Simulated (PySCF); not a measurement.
## CH4FSSi (charge −1): saddle-point search (part 2 of 4)

CH4FSSi, charge −1; HF/STO-3G, RHF (PySCF 2.14.0). 

Geometry of the input (Å):
```
C  0.7389  1.0482  -0.4270
S  0.5570  0.0590  1.0749
Si -1.3475  -0.9169  0.3828
F  -0.7422  -2.2390  -0.4873
H  0.9911  0.3951  -1.2636
H  -0.2511  0.8415  0.4047
H  1.5414  1.7721  -0.2785
H  -1.5390  -1.6793  1.6423
```

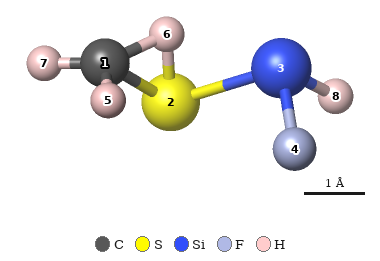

Figure 1. The input geometry (ball-and-stick view, seen at an oblique angle; atoms are numbered from 1 in the order of the input).

### The program's output, continued
```
Geometry optimization cycle 8
Cartesian coordinates (Angstrom)
 Atom        New coordinates             dX        dY        dZ
   C   0.794400   1.157808  -0.537066    0.003136  0.018864 -0.012064
   S   0.442236   0.062339   1.016584   -0.021976 -0.004131 -0.009965
  Si  -1.479174  -1.049496   0.403600   -0.018783 -0.026124  0.000349
   F  -0.746633  -2.285819  -0.441149    0.005163 -0.015781  0.011193
   H   1.050607   0.443749  -1.322940   -0.006241  0.011149 -0.008453
   H  -0.326822   1.046217   0.479762    0.014379  0.054040  0.000982
   H   1.698852   1.690645  -0.236524    0.020586 -0.021760  0.012639
   H  -1.484852  -1.784840   1.685929    0.003735 -0.016257  0.005320
converged SCF energy = -816.216123646751
--------------- DFRHF_Scanner gradients ---------------
         x                y                z
0 C     0.0085406871    -0.0144118878     0.0208379400
1 S     0.0066562214     0.0225264209    -0.0131558617
2 Si     0.0007486329     0.0139565163     0.0017410532
3 F    -0.0004575211    -0.0018366021    -0.0026803215
4 H    -0.0039225013     0.0020934594    -0.0030020707
5 H    -0.0083675124    -0.0259862652    -0.0015292282
6 H    -0.0019676492     0.0045346812    -0.0026828994
7 H    -0.0012303574    -0.0008763228     0.0004713883
----------------------------------------------
cycle 8: E = -816.216123647  dE = -0.00550226  norm(grad) = 0.0495922
Step    7 : Displace = 3.015e-02/5.577e-02 (rms/max) Trust = 3.000e-02 (=) Grad = 1.753e-02/2.734e-02 (rms/max) E (change) = -816.2161236468 (-5.502e-03) Quality = 0.990
Hessian Eigenvalues:  -4.456e-01 -4.268e-08 -4.125e-08  4.774e-10  4.976e-09  1.475e-08  2.948e-08
 2.193e-03  1.702e-02  6.028e-02  7.614e-02  1.274e-01    .....    4.273e-01  4.436e-01  4.755e-01

Geometry optimization cycle 9
Cartesian coordinates (Angstrom)
 Atom        New coordinates             dX        dY        dZ
   C   0.795803   1.178175  -0.550620    0.001402  0.020367 -0.013554
   S   0.417516   0.061425   1.007147   -0.024720 -0.000914 -0.009437
  Si  -1.495330  -1.074174   0.402742   -0.016157 -0.024677 -0.000857
   F  -0.739386  -2.301335  -0.431668    0.007248 -0.015516  0.009481
   H   1.042098   0.452766  -1.330066   -0.008509  0.009017 -0.007126
   H  -0.307606   1.097122   0.486543    0.019216  0.050904  0.006781
   H   1.717802   1.666268  -0.225763    0.018951 -0.024377  0.010761
   H  -1.482281  -1.799644   1.689880    0.002570 -0.014804  0.003952
converged SCF energy = -816.220523176939
--------------- DFRHF_Scanner gradients ---------------
         x                y                z
0 C     0.0074219862    -0.0119807994     0.0161543957
1 S     0.0106951025     0.0158739000    -0.0080211953
2 Si    -0.0021501627     0.0096141302     0.0005032486
3 F    -0.0005149095    -0.0007344180    -0.0014867477
4 H    -0.0033856514     0.0018951607    -0.0022790859
5 H    -0.0092648988    -0.0181319846    -0.0034907720
6 H    -0.0021548110     0.0040915200    -0.0016146641
7 H    -0.0006466554    -0.0006275088     0.0002348208
----------------------------------------------
cycle 9: E = -816.220523177  dE = -0.00439953  norm(grad) = 0.0382429
Step    8 : Displace = 2.973e-02/5.455e-02 (rms/max) Trust = 3.000e-02 (=) Grad = 1.352e-02/2.144e-02 (rms/max) E (change) = -816.2205231769 (-4.400e-03) Quality = 1.000
Hessian Eigenvalues:  -4.439e-01 -4.268e-08 -4.115e-08  5.506e-10  5.141e-09  1.474e-08  2.948e-08
 2.197e-03  1.703e-02  6.108e-02  7.532e-02  1.280e-01    .....    4.272e-01  4.436e-01  4.752e-01

Geometry optimization cycle 10
Cartesian coordinates (Angstrom)
 Atom        New coordinates             dX        dY        dZ
   C   0.794937   1.196741  -0.562141   -0.000865  0.018566 -0.011520
   S   0.392325   0.061176   1.000281   -0.025191 -0.000250 -0.006866
  Si  -1.506905  -1.095356   0.400212   -0.011574 -0.021182 -0.002530
   F  -0.727975  -2.314702  -0.423725    0.011411 -0.013367  0.007943
   H   1.028525   0.459679  -1.335685   -0.013573  0.006914 -0.005619
   H  -0.284072   1.145146   0.496112    0.023535  0.048025  0.009569
   H   1.733834   1.639892  -0.218441    0.016032 -0.026375  0.007323
   H  -1.482056  -1.811974   1.691581    0.000225 -0.012330  0.001701
converged SCF energy = -816.223930456675
--------------- DFRHF_Scanner gradients ---------------
         x                y                z
0 C     0.0057647268    -0.0098784826     0.0121414395
1 S     0.0119373223     0.0106444089    -0.0048190667
2 Si    -0.0036066079     0.0063437076    -0.0000666021
3 F    -0.0005157826    -0.0001725420    -0.0007695944
4 H    -0.0025245463     0.0016014875    -0.0017328703
5 H    -0.0087134443    -0.0117029022    -0.0041044915
6 H    -0.0020197997     0.0036487573    -0.0007293977
7 H    -0.0003218683    -0.0004844346     0.0000805832
----------------------------------------------
cycle 10: E = -816.223930457  dE = -0.00340728  norm(grad) = 0.0295185
Step    9 : Displace = 2.848e-02/5.386e-02 (rms/max) Trust = 3.000e-02 (=) Grad = 1.044e-02/1.670e-02 (rms/max) E (change) = -816.2239304567 (-3.407e-03) Quality = 0.999
Hessian Eigenvalues:  -4.438e-01 -4.268e-08 -4.113e-08  5.571e-10  5.171e-09  1.475e-08  2.949e-08
 2.197e-03  1.696e-02  6.322e-02  7.405e-02  1.276e-01    .....    4.272e-01  4.436e-01  4.755e-01

Geometry optimization cycle 11
Cartesian coordinates (Angstrom)
 Atom        New coordinates             dX        dY        dZ
   C   0.791642   1.213041  -0.571018   -0.003296  0.016300 -0.008878
   S   0.367920   0.061102   0.996795   -0.024405 -0.000074 -0.003485
  Si  -1.513842  -1.112244   0.395357   -0.006937 -0.016889 -0.004855
   F  -0.711729  -2.324818  -0.417086    0.016246 -0.010116  0.006639
   H   1.008678   0.464272  -1.339157   -0.019847  0.004592 -0.003472
   H  -0.256717   1.188194   0.507486    0.027355  0.043048  0.011374
   H   1.746730   1.611897  -0.214818    0.012896 -0.027996  0.003622
   H  -1.484068  -1.820840   1.690636   -0.002012 -0.008866 -0.000945
converged SCF energy = -816.226424789986
--------------- DFRHF_Scanner gradients ---------------
         x                y                z
0 C     0.0039838757    -0.0080251005     0.0084234327
1 S     0.0108407557     0.0069564379    -0.0032803613
2 Si    -0.0038782875     0.0040399336    -0.0001864660
3 F    -0.0004550341     0.0000552073    -0.0003760474
4 H    -0.0014220626     0.0012516957    -0.0012212139
5 H    -0.0071949124    -0.0070020066    -0.0033187019
6 H    -0.0017296846     0.0031147800    -0.0000384202
7 H    -0.0001446501    -0.0003909475    -0.0000022219
----------------------------------------------
cycle 11: E = -816.22642479  dE = -0.00249433  norm(grad) = 0.0221226
Step   10 : Displace = 2.720e-02/5.151e-02 (rms/max) Trust = 3.000e-02 (=) Grad = 7.822e-03/1.329e-02 (rms/max) E (change) = -816.2264247900 (-2.494e-03) Quality = 0.998
Hessian Eigenvalues:  -4.437e-01 -4.267e-08 -4.112e-08  5.562e-10  5.182e-09  1.475e-08  2.948e-08
 2.197e-03  1.659e-02  6.535e-02  7.240e-02  1.272e-01    .....    4.272e-01  4.436e-01  4.755e-01

Geometry optimization cycle 12
Cartesian coordinates (Angstrom)
 Atom        New coordinates             dX        dY        dZ
   C   0.786271   1.229577  -0.578408   -0.005371  0.016536 -0.007390
   S   0.342017   0.062034   0.997250   -0.025903  0.000932  0.000455
  Si  -1.516786  -1.126550   0.386929   -0.002944 -0.014306 -0.008428
   F  -0.687720  -2.331936  -0.410905    0.024009 -0.007118  0.006181
   H   0.978639   0.466864  -1.340369   -0.030039  0.002593 -0.001212
   H  -0.224846   1.229498   0.523348    0.031871  0.041304  0.015861
   H   1.759641   1.578224  -0.215909    0.012911 -0.033673 -0.001090
   H  -1.488602  -1.827108   1.686258   -0.004535 -0.006268 -0.004378
converged SCF energy = -816.228314783884
--------------- DFRHF_Scanner gradients ---------------
         x                y                z
0 C     0.0019125960    -0.0061963946     0.0049645998
1 S     0.0079883497     0.0039756605    -0.0026749964
2 Si    -0.0031920348     0.0024187155     0.0000019599
3 F    -0.0003326260     0.0000961554    -0.0001772928
4 H    -0.0002278604     0.0008566898    -0.0006414012
5 H    -0.0046931406    -0.0033558303    -0.0019478915
6 H    -0.0014193843     0.0024948478     0.0005067842
7 H    -0.0000358997    -0.0002898440    -0.0000317621
----------------------------------------------
cycle 12: E = -816.228314784  dE = -0.00188999  norm(grad) = 0.0147149
Step   11 : Displace = 3.002e-02/5.326e-02 (rms/max) Trust = 3.000e-02 (=) Grad = 5.202e-03/9.315e-03 (rms/max) E (change) = -816.2283147839 (-1.890e-03) Quality = 0.995
Hessian Eigenvalues:  -4.437e-01 -4.268e-08 -4.113e-08  5.578e-10  5.181e-09  1.475e-08  2.948e-08
 2.197e-03  1.583e-02  6.590e-02  7.143e-02  1.270e-01    .....    4.272e-01  4.436e-01  4.752e-01

Geometry optimization cycle 13
Cartesian coordinates (Angstrom)
 Atom        New coordinates             dX        dY        dZ
   C   0.780971   1.243181  -0.582385   -0.005300  0.013604 -0.003978
   S   0.321267   0.064206   1.002677   -0.020750  0.002171  0.005427
  Si  -1.515314  -1.135671   0.376382    0.001472 -0.009121 -0.010547
   F  -0.660622  -2.334522  -0.405904    0.027098 -0.002586  0.005000
   H   0.943399   0.467596  -1.339104   -0.035240  0.000731  0.001265
   H  -0.197409   1.260254   0.540375    0.027437  0.030757  0.017028
   H   1.771684   1.545723  -0.222699    0.012043 -0.032501 -0.006790
   H  -1.495362  -1.830163   1.678854   -0.006760 -0.003055 -0.007405
converged SCF energy = -816.229367416624
--------------- DFRHF_Scanner gradients ---------------
         x                y                z
0 C     0.0002713810    -0.0047090973     0.0025115726
1 S     0.0049508562     0.0019391592    -0.0024717202
2 Si    -0.0021974241     0.0015243168     0.0002304311
3 F    -0.0002023343     0.0000865894    -0.0000902403
4 H     0.0006653836     0.0005025317    -0.0002001272
5 H    -0.0024027929    -0.0011755046    -0.0006759074
6 H    -0.0011124456     0.0020174674     0.0007296188
7 H     0.0000273762    -0.0001854624    -0.0000336273
----------------------------------------------
cycle 13: E = -816.229367417  dE = -0.00105263  norm(grad) = 0.00918823
Step   12 : Displace = 2.784e-02/4.295e-02 (rms/max) Trust = 3.000e-02 (=) Grad = 3.249e-03/5.864e-03 (rms/max) E (change) = -816.2293674166 (-1.053e-03) Quality = 0.991
Hessian Eigenvalues:  -4.438e-01 -4.267e-08 -4.112e-08  5.633e-10  5.185e-09  1.475e-08  2.949e-08
 2.196e-03  1.470e-02  6.507e-02  7.125e-02  1.269e-01    .....    4.272e-01  4.436e-01  4.748e-01

Geometry optimization cycle 14
Cartesian coordinates (Angstrom)
 Atom        New coordinates             dX        dY        dZ
   C   0.776612   1.256112  -0.583039   -0.004359  0.012931 -0.000654
   S   0.304468   0.068667   1.013529   -0.016799  0.004462  0.010853
  Si  -1.509481  -1.141482   0.362877    0.005832 -0.005811 -0.013505
   F  -0.628390  -2.334137  -0.400854    0.032232  0.000385  0.005050
   H   0.898518   0.468329  -1.335438   -0.044881  0.000733  0.003666
   H  -0.174226   1.284663   0.558618    0.023182  0.024409  0.018242
   H   1.786075   1.509708  -0.235300    0.014391 -0.036015 -0.012601
   H  -1.504961  -1.831258   1.667802   -0.009599 -0.001094 -0.011051
converged SCF energy = -816.230012335057
--------------- DFRHF_Scanner gradients ---------------
         x                y                z
0 C    -0.0008177233    -0.0033067989     0.0006808226
1 S     0.0024034710     0.0006707071    -0.0022494563
2 Si    -0.0013218523     0.0009368785     0.0003264293
3 F    -0.0000909986     0.0000661881    -0.0000474280
4 H     0.0012156110     0.0001330262     0.0001383384
5 H    -0.0006778108    -0.0000086473     0.0004533971
6 H    -0.0007739806     0.0015928239     0.0007229649
7 H     0.0000632835    -0.0000841776    -0.0000250679
----------------------------------------------
cycle 14: E = -816.230012335  dE = -0.000644918  norm(grad) = 0.00565246
Step   13 : Displace = 3.006e-02/4.243e-02 (rms/max) Trust = 3.000e-02 (=) Grad = 1.998e-03/3.474e-03 (rms/max) E (change) = -816.2300123351 (-6.449e-04) Quality = 0.985
Hessian Eigenvalues:  -4.443e-01 -4.267e-08 -4.112e-08  5.632e-10  5.185e-09  1.475e-08  2.949e-08
 2.196e-03  1.268e-02  6.376e-02  7.237e-02  1.268e-01    .....    4.272e-01  4.436e-01  4.745e-01

Geometry optimization cycle 15
Cartesian coordinates (Angstrom)
 Atom        New coordinates             dX        dY        dZ
   C   0.775324   1.268753  -0.580778   -0.001288  0.012640  0.002261
   S   0.292274   0.075438   1.027362   -0.012195  0.006771  0.013832
  Si  -1.500665  -1.144942   0.348379    0.008817 -0.003460 -0.014498
   F  -0.595067  -2.332494  -0.395197    0.033323  0.001643  0.005657
   H   0.848826   0.472029  -1.330621   -0.049691  0.003700  0.004817
   H  -0.159273   1.301612   0.574786    0.014954  0.016949  0.016168
   H   1.802895   1.471160  -0.250812    0.016820 -0.038549 -0.015512
   H  -1.515700  -1.830952   1.655078   -0.010739  0.000306 -0.012724
converged SCF energy = -816.230430151761
--------------- DFRHF_Scanner gradients ---------------
         x                y                z
0 C    -0.0012230292    -0.0020367507    -0.0003966736
1 S     0.0009731825     0.0002778394    -0.0017908574
2 Si    -0.0008716902     0.0005015996     0.0002031150
3 F    -0.0000343519     0.0000658174    -0.0000112222
4 H     0.0012861780    -0.0001582598     0.0003402556
5 H     0.0002625812     0.0001627488     0.0010580092
6 H    -0.0004791811     0.0011856314     0.0006137604
7 H     0.0000863107     0.0000013740    -0.0000163870
----------------------------------------------
cycle 15: E = -816.230430152  dE = -0.000417817  norm(grad) = 0.00401509
Step   14 : Displace = 3.060e-02/4.724e-02 (rms/max) Trust = 3.000e-02 (=) Grad = 1.420e-03/2.409e-03 (rms/max) E (change) = -816.2304301518 (-4.178e-04) Quality = 0.983
Hessian Eigenvalues:  -4.451e-01 -4.267e-08 -4.112e-08  5.658e-10  5.177e-09  1.474e-08  2.950e-08
 2.198e-03  1.063e-02  6.351e-02  7.323e-02  1.267e-01    .....    4.272e-01  4.436e-01  4.745e-01

Geometry optimization cycle 16
Cartesian coordinates (Angstrom)
 Atom        New coordinates             dX        dY        dZ
   C   0.778050   1.280879  -0.576819    0.002725  0.012126  0.003959
   S   0.282447   0.083811   1.041398   -0.009827  0.008373  0.014037
  Si  -1.490705  -1.147494   0.334873    0.009960 -0.002552 -0.013506
   F  -0.563416  -2.330927  -0.388719    0.031651  0.001566  0.006479
   H   0.799760   0.480536  -1.326708   -0.049066  0.008508  0.003914
   H  -0.152714   1.313374   0.588142    0.006559  0.011762  0.013357
   H   1.821268   1.430863  -0.266704    0.018374 -0.040297 -0.015892
   H  -1.526075  -1.830439   1.642731   -0.010376  0.000513 -0.012347
converged SCF energy = -816.230723541136
--------------- DFRHF_Scanner gradients ---------------
         x                y                z
0 C    -0.0011401454    -0.0010214603    -0.0007485118
1 S     0.0003499768     0.0000996066    -0.0009479573
2 Si    -0.0006160867     0.0002524471     0.0000326981
3 F    -0.0000203726     0.0000470829     0.0000024103
4 H     0.0009638792    -0.0002399736     0.0003401437
5 H     0.0006816686    -0.0000312011     0.0008420220
6 H    -0.0002893910     0.0008539623     0.0004860564
7 H     0.0000704709     0.0000395362    -0.0000068614
----------------------------------------------
cycle 16: E = -816.230723541  dE = -0.000293389  norm(grad) = 0.00277749
Step   15 : Displace = 2.987e-02/4.720e-02 (rms/max) Trust = 3.000e-02 (=) Grad = 9.820e-04/1.704e-03 (rms/max) E (change) = -816.2307235411 (-2.934e-04) Quality = 0.982
Hessian Eigenvalues:  -4.452e-01 -4.268e-08 -4.118e-08  5.666e-10  5.094e-09  1.471e-08  2.950e-08
 2.194e-03  9.077e-03  6.363e-02  7.348e-02  1.267e-01    .....    4.272e-01  4.436e-01  4.744e-01

Geometry optimization cycle 17
Cartesian coordinates (Angstrom)
 Atom        New coordinates             dX        dY        dZ
   C   0.783585   1.290551  -0.571107    0.005535  0.009673  0.005713
   S   0.272823   0.093415   1.055370   -0.009624  0.009603  0.013971
  Si  -1.480113  -1.149305   0.322640    0.010592 -0.001811 -0.012233
   F  -0.532393  -2.328154  -0.382132    0.031023  0.002773  0.006587
   H   0.751866   0.492490  -1.323680   -0.047893  0.011954  0.003028
   H  -0.151562   1.323912   0.599572    0.001152  0.010539  0.011430
   H   1.839735   1.388260  -0.283167    0.018467 -0.042603 -0.016463
   H  -1.535327  -1.830567   1.630699   -0.009252 -0.000128 -0.012032
converged SCF energy = -816.23091894646
--------------- DFRHF_Scanner gradients ---------------
         x                y                z
0 C    -0.0008134909    -0.0003616917    -0.0006666590
1 S     0.0000206578    -0.0005137957     0.0001837919
2 Si    -0.0002895358     0.0002426171    -0.0000399635
3 F    -0.0000028318     0.0000140058    -0.0000005564
4 H     0.0005005221    -0.0001327064     0.0001332765
5 H     0.0007251805     0.0000793414     0.0000900639
6 H    -0.0001544430     0.0006489508     0.0003024800
7 H     0.0000139411     0.0000232787    -0.0000024334
```
